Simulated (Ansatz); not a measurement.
# CH6BNO2 (SMILES COB(N)O) at PBE0/6-31G(d) (spherical functions)

Aim: the energy change on altering one bond length of CH6BNO2 at PBE0/6-31G* (spherical functions), from 2 runs. 

The results are computed with Ansatz 0.2.0.

131 further runs of the same task are left out: 1 that didn't finish, 130 set aside as unsound or not needed.

## 1. The structure to begin with

CH6BNO2: 11 atoms, total charge 0, spin state singlet. As SMILES, `COB(N)O`. Geometry: relaxed at PBE0-D4/def2-TZVP. This is one conformer, not always the lowest.

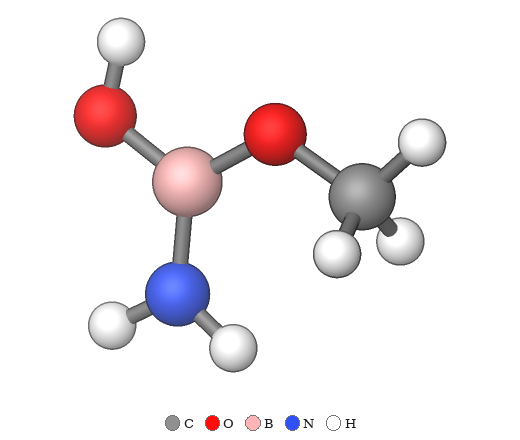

Viewed from a chosen angle; carbon grey, oxygen red, boron pink, nitrogen blue, hydrogen white.

## 2. The energy at PBE0/6-31G(d) (spherical functions)

Input file molecule.yaml:

```yaml
basis:
  gaussian:
    orbitals: 6-31G_st_-spherical.json
crystal:
  periodic: [false, false, false]
  atoms:
    - {symbol: C, position_ang: [0.713500, 0.851600, 1.129700]}
    - {symbol: O, position_ang: [-0.446700, 0.102500, 0.878500]}
    - {symbol: B, position_ang: [-0.644000, -0.506700, -0.338400]}
    - {symbol: N, position_ang: [0.275800, -0.431900, -1.403700]}
    - {symbol: O, position_ang: [-1.801000, -1.223100, -0.514800]}
    - {symbol: H, position_ang: [0.801300, 1.701800, 0.443100]}
    - {symbol: H, position_ang: [0.654400, 1.238600, 2.147600]}
    - {symbol: H, position_ang: [1.616900, 0.236000, 1.047600]}
    - {symbol: H, position_ang: [1.144100, 0.066300, -1.366900]}
    - {symbol: H, position_ang: [0.095200, -0.890900, -2.277500]}
    - {symbol: H, position_ang: [-2.344100, -1.201100, 0.275400]}
output:
  orbitals: {seedname: orbitals}
accuracy: high
hamiltonian:
  xc: {name: PBE0}
```

The basis set 6-31G* is read from a file made from the Basis Set Exchange's data (not shown).

Command:

```
$ ansatz run molecule.yaml --threads 1 --pin off --max-ram 3480MiB --events-out events.jsonl --progress --plain --runs-dir runs
```

The program printed:

```text
Warning: RAYON_NUM_THREADS=1 ignored (pool sized by the plan → 1); use --threads N
Functional definition: PBE0
  name "PBE0"
  parameter a = 0.25
  parameter kappa = 0.804
  parameter beta = 0.06672455060314922
  exchange = (1 - a)*pbe_x(kappa = kappa, mu = beta*pi^2/3) + a*exact_x
  correlation = pbe_c(beta = beta)
1994 factors; integrals over basis functions are off by at most 3.4e-9 eV
mean field evaluation 1: about -7381.5465 eV, gradient 6.7e1 eV
mean field evaluation 2: about -7378.1430 eV, gradient 7.9e1 eV
mean field evaluation 4: about -7389.7533 eV, gradient 1.9e0 eV
mean field evaluation 8: about -7390.0703 eV, gradient 1.9e-1 eV
mean field evaluation 16: about -7390.0704 eV, gradient 4.6e-5 eV
mean field -7390.07038425 eV, -271.5800774515 hartree, gradient 4.7e-8 eV, S^2 0.000000; 0 other end points of the search recorded, 0 dependent functions left out
reference -7390.07038610 eV, -271.5800775195 hartree; 20, 20 occupied and 62, 62 virtual orbitals, 1994 factors
Total energy: -7390.07038610 eV, -271.5800775195 hartree
```

Run time: 7.8 s. Hardware: 1 thread of Arm Neoverse V1, shared host; peak memory 0.27 GiB.

## 3. The distorted shape

Input file molecule.yaml:

```yaml
crystal:
  periodic: [false, false, false]
  atoms:
    - {symbol: C, position_ang: [-0.022358, 0.791759, 1.981960]}
    - {symbol: O, position_ang: [-1.182558, 0.042659, 1.730760]}
    - {symbol: B, position_ang: [-1.379858, -0.566541, 0.513860]}
    - {symbol: N, position_ang: [0.275800, -0.431900, -1.403700]}
    - {symbol: O, position_ang: [-2.536858, -1.282941, 0.337460]}
    - {symbol: H, position_ang: [0.065442, 1.641959, 1.295360]}
    - {symbol: H, position_ang: [-0.081458, 1.178759, 2.999860]}
    - {symbol: H, position_ang: [0.881042, 0.176159, 1.899860]}
    - {symbol: H, position_ang: [1.144100, 0.066300, -1.366900]}
    - {symbol: H, position_ang: [0.095200, -0.890900, -2.277500]}
    - {symbol: H, position_ang: [-3.079958, -1.260941, 1.127660]}
basis:
  gaussian:
    orbitals: 6-31G_st_-spherical.json
hamiltonian:
  xc: pbe0
accuracy: high
output:
  orbitals: {seedname: orbitals}
```

The basis set 6-31G* is read from a file made from the Basis Set Exchange's data (not shown).

Command:

```
$ ansatz run molecule.yaml --threads 1 --pin off --max-ram 3480MiB --events-out events.jsonl --progress --plain --runs-dir runs
```

The program printed:

```text
Warning: RAYON_NUM_THREADS=1 ignored (pool sized by the plan → 1); use --threads N
[... 7 set-up lines as earlier in the session ...]
1946 factors; integrals over basis functions are off by at most 3.4e-9 eV
mean field evaluation 1: about -7371.5459 eV, gradient 7.7e1 eV
mean field evaluation 2: about -7284.2833 eV, gradient 1.5e2 eV
mean field evaluation 4: about -7383.2172 eV, gradient 1.5e1 eV
mean field evaluation 8: about -7384.1765 eV, gradient 1.3e0 eV
mean field evaluation 16: about -7384.4859 eV, gradient 3.7e-4 eV
mean field -7384.48585939 eV, -271.3748499482 hartree, gradient 1.0e-8 eV, S^2 0.000000; 0 other end points of the search recorded, 0 dependent functions left out
reference -7384.48586139 eV, -271.3748500219 hartree; 20, 20 occupied and 62, 62 virtual orbitals, 1946 factors
Total energy: -7384.48586139 eV, -271.3748500219 hartree
```

It took 7.5 s on 1 thread of Arm Neoverse V1, shared host; peak memory 0.27 GiB.

## 4. Outcome

Level: PBE0/6-31G* (spherical functions).

| quantity | value |
| --- | --- |
| first shape: total energy | -271.58008 Eh |
| first shape: HOMO energy | -7.11 eV |
| first shape: LUMO energy | 2.53 eV |
| first shape: HOMO–LUMO gap | 9.64 eV |
| distorted shape: total energy | -271.37485 Eh |
| distorted shape: HOMO energy | -4.67 eV |
| distorted shape: LUMO energy | -1.54 eV |
| distorted shape: HOMO–LUMO gap | 3.13 eV |
| energy change with the B3–N4 bond stretched from 1.409 to 2.537 Å | 5.585 eV |

In words: With the B3–N4 bond stretched from 1.409 to 2.537 Å the energy rises by 5.58 eV (129 kcal/mol). The first shape isn't relaxed at this level, so the change isn't measured from a minimum.
